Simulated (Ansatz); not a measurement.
**N2 (SMILES N#N): a chain of runs**

We compute a series of 11 runs (HF/def2-TZVP, CASCI(4,4)/def2-TZVP, CASSCF(4,4)/def2-TZVP, SC-NEVPT2(4,4)/def2-TZVP, MRCISD+Q(4,4)/def2-TZVP, FIC-NEVPT4(SD)(4,4)/def2-TZVP, CCSD(T)/def2-TZVP) of N2. 

The results are computed with Ansatz 0.2.0.

## Step 1: The system as given

N2 has 2 atoms, charge 0, and is taken as a singlet. SMILES: `N#N`. The coordinates come from a PBE0-D4/def2-TZVP relaxation.

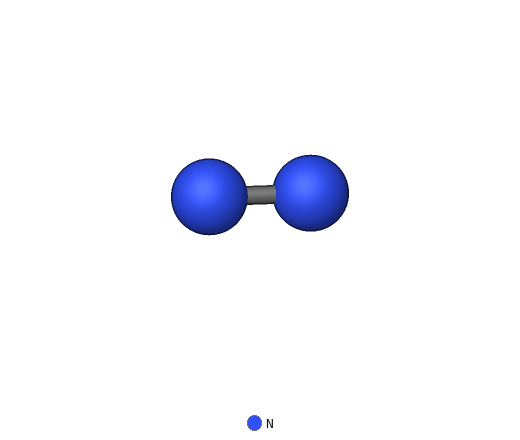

The structure, seen from a chosen angle (nitrogen blue).

## Step 2: The energy at HF/def2-TZVP (run 1)

Contents of molecule.yaml:

```yaml
crystal:
  periodic: [false, false, false]
  atoms:
    - symbol: N
      position_ang: [0.465500, -0.150300, 0.239800]
    - symbol: N
      position_ang: [-0.465500, 0.150300, -0.239800]
basis:
  gaussian:
    orbitals: def2-TZVP
hamiltonian:
  xc: hf
output:
  orbitals: {seedname: orbitals}
```

Run with:

```sh
$ ansatz run molecule.yaml --threads 1 --pin off --max-ram 2610MiB --events-out events.jsonl --progress --plain --runs-dir runs
```

Log:

```text
Warning: RAYON_NUM_THREADS=1 ignored (pool sized by the plan → 1); use --threads N
Functional definition: HF
  name "HF"
  exchange = exact_x
  correlation = 0
364 factors; their error is unknown
mean field evaluation 1: about -2965.3789 eV, gradient 1.1e1 eV
mean field evaluation 2: about -2965.6592 eV, gradient 2.5e0 eV
mean field evaluation 4: about -2965.6783 eV, gradient 6.7e-2 eV
mean field evaluation 8: about -2965.7570 eV, gradient 2.3e-5 eV
mean field -2965.75703232 eV, -108.9895606756 hartree, gradient 1.5e-5 eV, S^2 0.000000; 0 other end points of the search recorded, 0 dependent functions left out
reference -2965.75703232 eV, -108.9895606756 hartree; 7, 7 occupied and 55, 55 virtual orbitals, 364 factors
Total energy: -2965.75703232 eV, -108.9895606756 hartree
```

Wall time 0.12 s (1 thread of Arm Neoverse V2, shared host).

## Step 3: The energy at CASCI(4,4)/def2-TZVP (run 2)

Contents of in.yaml:

```yaml
crystal:
  periodic: [false, false, false]
  atoms:
    - {symbol: "N", position_ang: [0.465500, -0.150300, 0.239800]}
    - {symbol: N, position_ang: [-0.465500, 0.150300, -0.239800]}
basis:
  gaussian:
    orbitals: def2-TZVP
total_charge: 0
correlation:
  active_space: {window: {electrons: 4, orbitals: 4}, shells: [{species: N, l: p, shell: 2}], fixed_orbitals: true}
```

Run with:

```sh
$ ansatz run in.yaml --threads 1 --pin off --max-ram 2610MiB --events-out events.jsonl --progress --plain --runs-dir runs
```

Log:

```text
Warning: RAYON_NUM_THREADS=1 ignored (pool sized by the plan → 1); use --threads N
[... 4 set-up lines as earlier in the session ...]
397 factors; integrals over basis functions are off by at most 9.2e-4 eV
mean field evaluation 1: about -2965.4454 eV, gradient 1.1e1 eV
mean field evaluation 2: about -2965.4557 eV, gradient 1.1e1 eV
mean field evaluation 4: about -2965.7568 eV, gradient 4.5e-1 eV
mean field evaluation 8: about -2965.7571 eV, gradient 3.8e-4 eV
mean field -2965.75712517 eV, -108.9895640877 hartree, gradient 3.4e-6 eV, S^2 0.000000; 0 other end points of the search recorded, 0 dependent functions left out
reference -2965.75712517 eV, -108.9895640877 hartree; 7, 7 occupied and 55, 55 virtual orbitals, 397 factors
state -2968.06583627 eV, -109.0744076556 hartree
Total energy: -2968.06583627 eV, -109.0744076556 hartree
```

It took 0.18 s on 1 thread of Arm Neoverse V2, shared host.

Run 3 isn't shown in full; the table further down has it.

## Step 4: The energy at SC-NEVPT2(4,4)/def2-TZVP (run 4)

Contents of in.yaml:

```yaml
crystal:
  periodic: [false, false, false]
  atoms:
    - {symbol: "N", position_ang: [0.465500, -0.150300, 0.239800]}
    - {symbol: "N", position_ang: [-0.465500, 0.150300, -0.239800]}
basis:
  gaussian:
    orbitals: def2-TZVP
correlation:
  method: sc_nevpt2
  active_space: {window: {electrons: 4, orbitals: 4}, shells: [{species: N, l: p, shell: 2}]}
```

Run with:

```sh
$ ansatz run in.yaml --threads 1 --pin off --max-ram 2610MiB --events-out events.jsonl --progress --plain --runs-dir runs
```

Log:

```text
Warning: RAYON_NUM_THREADS=1 ignored (pool sized by the plan → 1); use --threads N
[... 4 set-up lines as earlier in the session ...]
744 factors; integrals over basis functions are off by at most 1.8e-7 eV
mean field evaluation 1: about -2965.4482 eV, gradient 1.1e1 eV
mean field evaluation 2: about -2965.4550 eV, gradient 1.1e1 eV
mean field evaluation 4: about -2965.7568 eV, gradient 4.5e-1 eV
mean field evaluation 8: about -2965.7571 eV, gradient 2.9e-4 eV
mean field -2965.75713184 eV, -108.9895643326 hartree, gradient 2.5e-6 eV, S^2 0.000000; 0 other end points of the search recorded, 0 dependent functions left out
reference -2965.75713184 eV, -108.9895643326 hartree; 7, 7 occupied and 55, 55 virtual orbitals, 744 factors
state -2968.22181802 eV, -109.0801398793 hartree
state -2968.22181802 eV, -109.0801398793 hartree; corrected -2975.46034729 eV, -109.3461509236 hartree
Total energy: -2975.46034729 eV, -109.3461509236 hartree
Checks for a lower state left out: starts, orbital_swaps
```

Run time: 0.58 s. Hardware: 1 thread of Arm Neoverse V2, shared host.

Runs 5 to 10 aren't shown in full; the table further down has their settings and results.

## Step 5: The energy at CCSD(T)/def2-TZVP (run 11)

Contents of input.yaml:

```yaml
crystal:
  periodic: [false, false, false]
  atoms:
    - {symbol: N, position_ang: [0.465500, -0.150300, 0.239800]}
    - {symbol: N, position_ang: [-0.465500, 0.150300, -0.239800]}
basis:
  gaussian:
    orbitals: def2-TZVP
correlation:
  method: ccsd_t
```

Run with:

```sh
$ ansatz run input.yaml --threads 1 --pin off --max-ram 2610MiB --events-out events.jsonl --progress --plain --runs-dir runs
```

Log, shortened:

```text
Warning: RAYON_NUM_THREADS=1 ignored (pool sized by the plan → 1); use --threads N
[... 2 set-up lines as earlier in the session ...]
[...]
397 factors; integrals over basis functions are off by at most 9.2e-4 eV
[...]
mean field -2965.75712517 eV, -108.9895640877 hartree, gradient 3.4e-6 eV, S^2 0.000000; 0 other end points of the search recorded, 0 dependent functions left out
2 core orbitals not correlated: weight in the atoms' cores, before any rotation towards them, 1.000 or more for the frozen orbitals, at most 0.000 for the correlated occupied ones
reference -2965.75712517 eV, -108.9895640877 hartree; 5, 5 occupied and 55, 55 virtual orbitals, 397 factors
second order -10.06994334 eV of doubles, -0.00000000 eV of singles
cycle   1  -9.63234428 eV  change    4.4e-1 eV  update   8.1e-2
[...]
cycle   8  -10.05014715 eV  change    8.4e-6 eV  update   4.9e-6
perturbative correction -0.49091335 eV, -0.0180407330 hartree
Total energy: -2976.29818568 eV, -109.3769409162 hartree
```

Wall time 0.48 s (1 thread of Arm Neoverse V2, shared host); peak memory 0.12 GiB.

## Step 6: All runs side by side

```
run                                                 level  active shells      task  orbitals optimised            energy (Eh)  wall time
  1                                          HF/def2-TZVP              –    energy                   –            -108.989561     0.12 s
  2                                  CASCI(4,4)/def2-TZVP            N2p    energy                  no            -109.074408     0.18 s
  3                                 CASSCF(4,4)/def2-TZVP            N2p  gradient                 yes            -109.080140     0.66 s
  4                              SC-NEVPT2(4,4)/def2-TZVP            N2p    energy                 yes            -109.346151     0.58 s
  5             CASSCF(4,4)/def2-TZVP (4 states averaged)            N2p    energy                 yes  -108.798402 (average)     0.46 s
  6          SC-NEVPT2(4,4)/def2-TZVP (4 states averaged)            N2p    energy                 yes  -109.082987 (average)     0.64 s
  7                               MRCISD+Q(4,4)/def2-TZVP            N2p    energy                 yes            -109.375009        1 s
  8                         FIC-NEVPT4(SD)(4,4)/def2-TZVP            N2p    energy                 yes            -109.373356     0.85 s
  9  SC-NEVPT2(4,4)/def2-TZVP (root 2, 4 states averaged)            N2p  gradient                 yes            -108.975601      1.2 s
 10     CASSCF(4,4)/def2-TZVP (root 2, 4 states averaged)            N2p  optimise                 yes            -108.738613      4.2 s
 11                                     CCSD(T)/def2-TZVP              –    energy                   –            -109.376941     0.48 s
```

## Step 7: Outcome

| quantity | value |
| --- | --- |
| run 11, CCSD(T)/def2-TZVP: total energy | -109.37694 Eh |
| run 11, CCSD(T)/def2-TZVP: correlation energy (2 core orbitals frozen) | -387.4 mEh |
| run 11, CCSD(T)/def2-TZVP: (T) correction | -18.04 mEh |
| run 11, CCSD(T)/def2-TZVP: T1 diagnostic | 0.013 |

Below the Hartree–Fock energy in this basis: CASCI(4,4) -84.8 mEh; CASSCF(4,4) -90.6 mEh; SC-NEVPT2(4,4) -356.6 mEh; MRCISD+Q(4,4) -385.4 mEh; FIC-NEVPT4(SD)(4,4) -383.8 mEh; CCSD(T) -387.4 mEh. Active-space methods hold only the correlation inside their space unless a perturbation or CI step follows. Rows marked as averages are means over several states, not the energy of one. All runs together took 10 s, the longest 4.2 s.
